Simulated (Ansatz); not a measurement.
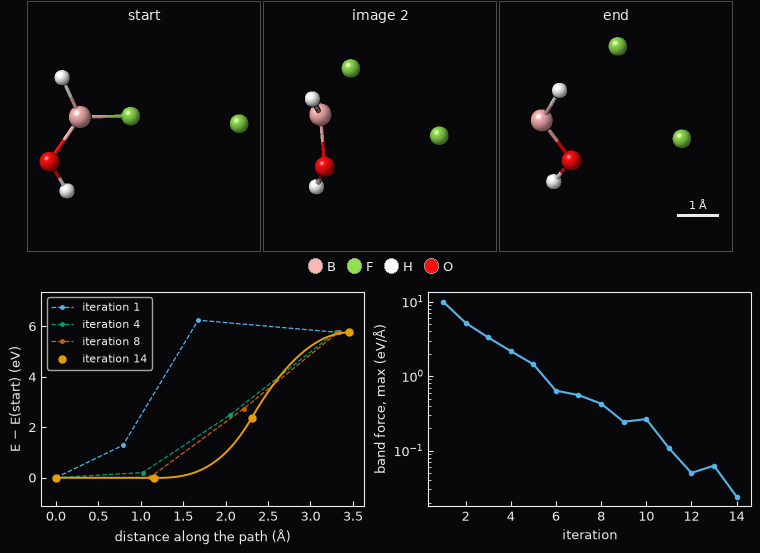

A nudged-elastic-band calculation for BH₂OF₂ (multiplicity 2), made up at the start of BH2OF and F. Images are numbered from 0 (start) to 3 (end). The plot follows the band through its iterations. A ball-and-stick model, seen at a tilt.

Theory: UHF/def2-SVP (Ansatz).

Input file:
```yaml
crystal:
  periodic: [false, false, false]
  atoms:
    - { symbol: B, position_ang: [0.035362, -0.069154, -0.212999] }
    - { symbol: F, position_ang: [0.053478, -0.114281, 1.111029] }
    - { symbol: H, position_ang: [1.03291, 0.207258, -0.801871] }
    - { symbol: O, position_ang: [-1.096278, -0.333203, -0.866964] }
    - { symbol: H, position_ang: [-1.836899, -0.542506, -0.315942] }
    - { symbol: F, position_ang: [-0.109974, 0.005185, 3.870245] }
magnetization:
  spin_polarized: true
  initial_magnetization: 1
basis:
  gaussian: { orbitals: def2-SVP }
hamiltonian:
  xc: hf
neb:
  order_check: false
  images: 2
  f_tol: 0.05
  max_iterations: 60
  climbing: false
  final_atoms:
    - { symbol: B, position_ang: [-0.11720367, -0.04497821, -0.83653877] }
    - { symbol: F, position_ang: [1.13008595, -1.52092525, 1.85841138] }
    - { symbol: H, position_ang: [0.83926461, 0.67376251, -0.7426201] }
    - { symbol: O, position_ang: [-1.17249, 0.08001697, -0.03556688] }
    - { symbol: H, position_ang: [-1.87220002, -0.53643827, -0.19240829] }
    - { symbol: F, position_ang: [-0.72885787, 0.50186124, 2.73222066] }
  initial_path:
    images:
      - { positions_ang: [[0.035362, -0.069154, -0.212999], [0.053478, -0.114281, 1.111029], [1.03291, 0.207258, -0.801871], [-1.096278, -0.333203, -0.866964], [-1.836899, -0.542506, -0.315942], [-0.109974, 0.005185, 3.870245]] }
      - { positions_ang: [[0.01068935, -0.02121236, -0.07119083], [0.01965547, -0.04069702, 1.41680498], [1.02909113, 0.0743062, -0.66605735], [-1.18189957, -0.10924557, -0.75690473], [-1.76679392, -0.74490274, -0.43568531], [-0.03214347, -0.00494951, 3.29653124]] }
      - { positions_ang: [[-0.04016588, -0.01315376, -0.27903742], [0.37852479, -0.50957844, 1.66593244], [0.96454267, 0.2298077, -0.64630704], [-1.20730357, 0.02849442, -0.47977235], [-1.77856093, -0.74288016, -0.39450741], [-0.23843809, 0.16060924, 2.91718979]] }
      - { positions_ang: [[-0.11720367, -0.04497821, -0.83653877], [1.13008595, -1.52092525, 1.85841138], [0.83926461, 0.67376251, -0.7426201], [-1.17249, 0.08001697, -0.03556688], [-1.87220002, -0.53643827, -0.19240829], [-0.72885787, 0.50186124, 2.73222066]] }
```

Run as
```bash
ansatz run input.yaml --threads 1 --pin off --max-ram 2048MiB --backend cpu --events-out ev --progress --plain --runs-dir out
```

How did the profile develop, and is the result final?

The run is converged, with reservations. The band converged in 14 iterations. The largest component of the band force went from 10 to 0.024 eV/Å. So few images resolve the path coarsely. The first iteration put the highest image at 6.24 eV. There is no barrier: the inner images dip to −0.01 eV relative to the start, below both ends (the end lies at +5.76 eV), so the ends aren't minima along this motion.

Limits of the set-up: the start holds two separate molecules, 2.8 Å apart at their closest, whose relative position is a soft coordinate and is computed without a dispersion correction; Hartree-Fock leaves out electron correlation.
